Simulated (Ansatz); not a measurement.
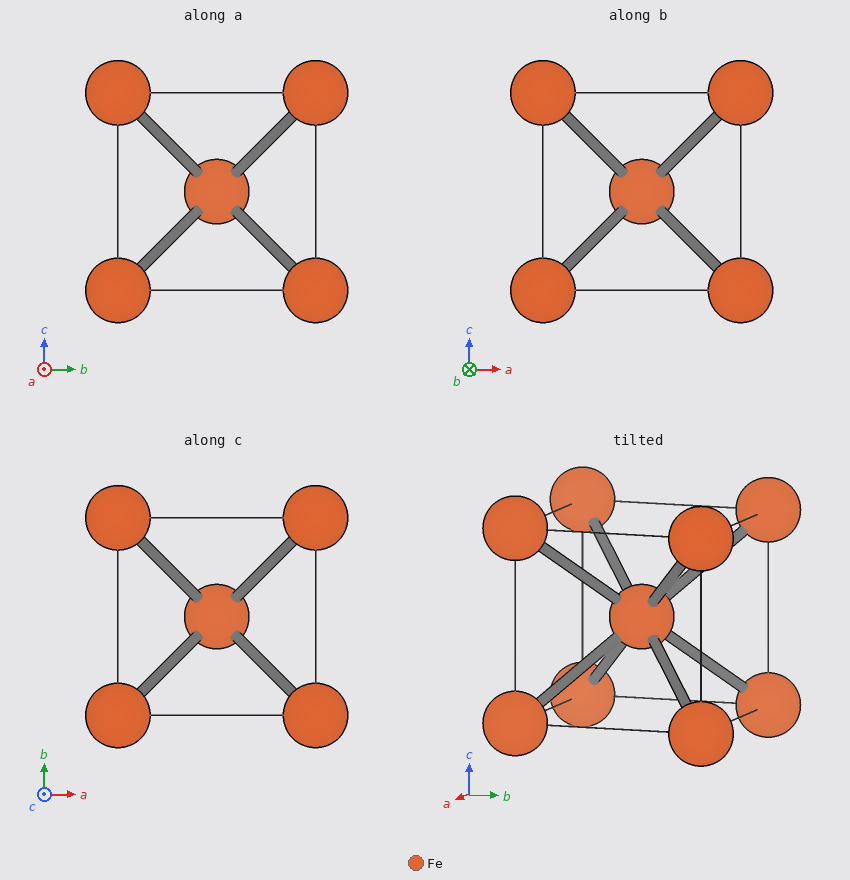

Structure drawing (ball-and-stick), viewed along the a axis, along the b axis, along the c axis and slightly off an axis. One conventional unit cell is framed, with atoms on its boundary repeated.

Lattice parameters: a = 2.870 Å, b = 2.870 Å, c = 2.870 Å, α = 90.00°, β = 90.00°, γ = 90.00°.

> Set out the cell and atoms as a table of Wyckoff sites.

Space group Im-3m (No. 229).
```json
{"atom": "Fe", "site": "2a", "x": "0.0000", "y": "0.0000", "z": "0.0000"}
```

The cell started as the standard structure of this element. Earlier steps of the study may have refined or changed the cell and positions. Ansatz was used for an electronic-structure calculation on it.

At this level of theory the cell isn't at rest (stretched, at -7 GPa), so its distances can differ from those at equilibrium, the more so the softer the solid.
